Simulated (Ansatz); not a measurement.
# HNO2 (nitrous acid) at 6 levels

Aim: a comparison of 6 runs (UHF/STO-3G, r2SCAN/STO-3G, r2SCAN0/STO-3G, CCSDT(Q)/STO-3G, CCSDT/STO-3G, CCSDTQ/STO-3G) of HNO2 (nitrous acid). 

The results are computed with Ansatz 0.2.0.

54 further runs of the same task are left out: 1 that didn't finish, 53 set aside as unsound or not needed.

### Step 1. The system as given

The species is HNO2 (4 atoms), meant as a singlet with charge 0. SMILES: `O=NO`. The O3–N2 distance was set to 3.481 Å, away from the relaxed value. At this shape a bond of the SMILES string is far longer than usual.

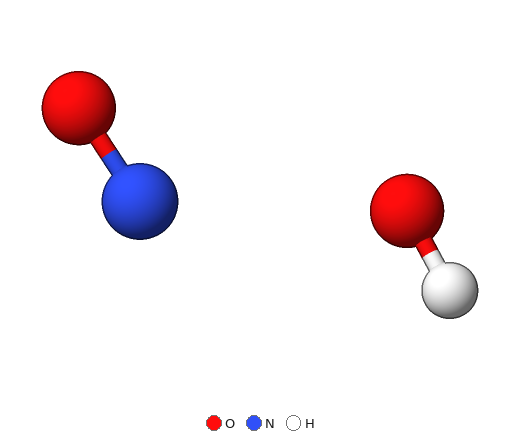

Viewed from a chosen angle; oxygen red, nitrogen blue, hydrogen white.

### Step 2. The energy at UHF/STO-3G (run 1)

The input, job.yaml:

```yaml
crystal:
  periodic: [false, false, false]
  atoms:
    - symbol: O
      position_ang: [1.439552, -1.195283, 2.810246]
    - symbol: N
      position_ang: [1.334162, -1.652393, 1.726216]
    - symbol: O
      position_ang: [-0.357270, 0.415910, -0.505360]
    - symbol: H
      position_ang: [-0.386730, -0.050180, -1.353230]
basis:
  gaussian:
    orbitals: STO-3G
magnetization:
  spin_polarized: true
hamiltonian:
  xc: hf
accuracy: high
```

Run with:

```
$ ansatz run job.yaml --threads 1 --pin off --max-ram 2610MiB --events-out events.jsonl --progress --plain --runs-dir runs
```

Output:

```text
Warning: RAYON_NUM_THREADS=1 ignored (pool sized by the plan → 1); use --threads N
Functional definition: HF
  name "HF"
  exchange = exact_x
  correlation = 0
241 factors; integrals over basis functions are off by at most 2.3e-8 eV
mean field evaluation 1: about -5476.9636 eV, gradient 2.1e1 eV
mean field evaluation 2: about -5476.9781 eV, gradient 2.1e1 eV
mean field evaluation 4: about -5478.5170 eV, gradient 1.5e1 eV
mean field evaluation 8: about -5352.8054 eV, gradient 5.0e1 eV
mean field evaluation 16: about -5485.7086 eV, gradient 3.1e-1 eV
mean field evaluation 32: about -5494.0306 eV, gradient 3.8e-3 eV
mean field evaluation 64: about -5491.3259 eV, gradient 1.1e1 eV
mean field evaluation 96: about -5494.0339 eV, gradient 3.6e-3 eV
mean field evaluation 128: about -5494.0288 eV, gradient 2.5e-2 eV
mean field evaluation 160: about -5494.0267 eV, gradient 6.3e-3 eV
mean field evaluation 192: about -5493.7886 eV, gradient 4.8e-1 eV
mean field evaluation 224: about -5494.0205 eV, gradient 1.3e-1 eV
mean field evaluation 256: about -5494.0326 eV, gradient 1.3e-1 eV
mean field evaluation 288: about -5493.7032 eV, gradient 3.3e0 eV
mean field evaluation 320: about -5493.7849 eV, gradient 4.0e-1 eV
mean field evaluation 352: about -5494.0341 eV, gradient 7.9e-2 eV
mean field evaluation 384: about -5493.3512 eV, gradient 5.0e0 eV
mean field evaluation 416: about -5493.7334 eV, gradient 3.7e-1 eV
mean field -5494.03479895 eV, -201.9020548710 hartree, gradient 2.0e-8 eV, S^2 1.352046; 6 other end points of the search recorded, 0 dependent functions left out
reference -5494.03479895 eV, -201.9020548710 hartree; 12, 12 occupied and 4, 4 virtual orbitals, 241 factors
Total energy: -5494.03479895 eV, -201.9020548710 hartree
```

It took 0.38 s on 1 thread of Intel Xeon Platinum 8559C (Emerald Rapids), shared host.

### Step 3. A single-point energy at r2SCAN/STO-3G (run 2)

The input, run.yaml:

```yaml
crystal:
  periodic: [false, false, false]
  atoms:
    - {symbol: O, position_ang: [1.439552, -1.195283, 2.810246]}
    - {symbol: N, position_ang: [1.334162, -1.652393, 1.726216]}
    - {symbol: O, position_ang: [-0.357270, 0.415910, -0.505360]}
    - {symbol: H, position_ang: [-0.386730, -0.050180, -1.353230]}
basis:
  gaussian: {orbitals: STO-3G}
hamiltonian: {xc: r2scan}
accuracy: high
```

Run with:

```
$ ansatz run run.yaml --threads 1 --pin off --max-ram 2610MiB --events-out events.jsonl --progress --plain --runs-dir runs
```

Output:

```text
Warning: RAYON_NUM_THREADS=1 ignored (pool sized by the plan → 1); use --threads N
Functional definition: r2SCAN
  name "r2SCAN"
  parameter k0 = 0.174
  parameter k1 = 0.065
  parameter a1 = 4.9479
  exchange = r2scan_x(k0 = k0, k1 = k1, a1 = a1)
  correlation = r2scan_c
241 factors; integrals over basis functions are off by at most 2.3e-8 eV
mean field evaluation 1: about -5501.2494 eV, gradient 3.2e1 eV
mean field evaluation 2: about -5100.8409 eV, gradient 1.0e2 eV
mean field evaluation 4: about -5375.4922 eV, gradient 6.6e1 eV
mean field evaluation 8: about -5515.0518 eV, gradient 1.3e-1 eV
mean field evaluation 16: about -5515.0060 eV, gradient 2.1e-8 eV
mean field evaluation 32: about -5514.9508 eV, gradient 4.8e-1 eV
mean field -5515.00602777 eV, -202.6727333152 hartree, gradient 2.1e-8 eV, S^2 0.000000; 4 other end points of the search recorded, 0 dependent functions left out
reference -5515.00602803 eV, -202.6727333246 hartree; 12, 12 occupied and 4, 4 virtual orbitals, 241 factors
Total energy: -5515.00602803 eV, -202.6727333246 hartree
```

It took 2.8 s on 1 thread of Intel Xeon Platinum 8559C (Emerald Rapids), shared host; peak memory 0.14 GiB.

Runs 3 to 5 aren't shown in full; the table further down has their settings and results.

### Step 4. A single-point energy at CCSDTQ/STO-3G (run 6)

The input, input.yaml:

```yaml
crystal:
  periodic: [false, false, false]
  atoms:
    - {symbol: O, position_ang: [1.439552, -1.195283, 2.810246]}
    - {symbol: N, position_ang: [1.334162, -1.652393, 1.726216]}
    - {symbol: O, position_ang: [-0.357270, 0.415910, -0.505360]}
    - {symbol: H, position_ang: [-0.386730, -0.050180, -1.353230]}
basis:
  gaussian:
    orbitals: STO-3G
correlation:
  method: ccsdtq
  frozen_orbitals: {H: 0, "N": 1, O: 1}
accuracy: high
scf:
  omitted_lower_state_checks: [cluster_reference, increment]
```

Run with:

```
$ ansatz run input.yaml --threads 1 --pin off --max-ram 2610MiB --events-out events.jsonl --progress --plain --runs-dir runs
```

Output:

```text
Warning: RAYON_NUM_THREADS=1 ignored (pool sized by the plan → 1); use --threads N
[... 14 lines left out ...]
3 core orbitals not correlated: weight in the atoms' cores, before any rotation towards them, 1.000 or more for the frozen orbitals, at most 0.000 for the correlated occupied ones
[... 225 lines left out ...]
WARN: these amplitudes may be one of several solutions (largest doubles amplitude 1.00, level shift 20.17 eV)
Total energy: -5498.24958529 eV, -202.0569454121 hartree
Checks for a lower state left out: cluster_reference, increment
```

Run time: 21 s. Hardware: 1 thread of Intel Xeon Platinum 8559C (Emerald Rapids), shared host; peak memory 0.17 GiB.

### Step 5. The series

```tsv
run	level	frozen core orbitals	energy (Eh)	wall time
1	UHF/STO-3G	–	-201.902055	0.38 s
2	r2SCAN/STO-3G	–	-202.672733	2.8 s
3	r2SCAN0/STO-3G	–	-202.594037	2.6 s
4	CCSDT(Q)/STO-3G	3	-202.058382	0.5 s
5	CCSDT/STO-3G	3	-202.055404	0.46 s
6	CCSDTQ/STO-3G	3	-202.056945	21 s
```

### Step 6. Results

| quantity | value |
| --- | --- |
| run 6: total energy | -202.05695 Eh |
| run 6: correlation energy (3 core orbitals frozen) | -461.0 mEh |
| run 6: T1 diagnostic | 0.031 |

In words: Below the UHF energy at the same shape and in the same basis (STO-3G): CCSDT(Q) -156.3 mEh; CCSDT -153.3 mEh; CCSDTQ -154.9 mEh. Some of these start from another determinant than that one, so these aren't their correlation energies. Totals of different functionals can't be ranked against each other. In runs 4, 5, 6 the log says that unrestricted orbitals would lower the reference, so the values rest on an unstable closed-shell determinant (other closed-shell runs at this shape may share the fault). In runs 1, 2, 3, 4, 5, 6 the basis is minimal, so the values are rough. In runs 2, 3 a closed-shell determinant meets a far-stretched bond, which it describes badly. Spin contamination of the reference: run 1 ⟨S²⟩ = 1.35. Where it is this large, the reference is a mixture of spin states, and values that rest on it are in doubt. All runs together took 27 s, the longest 21 s.
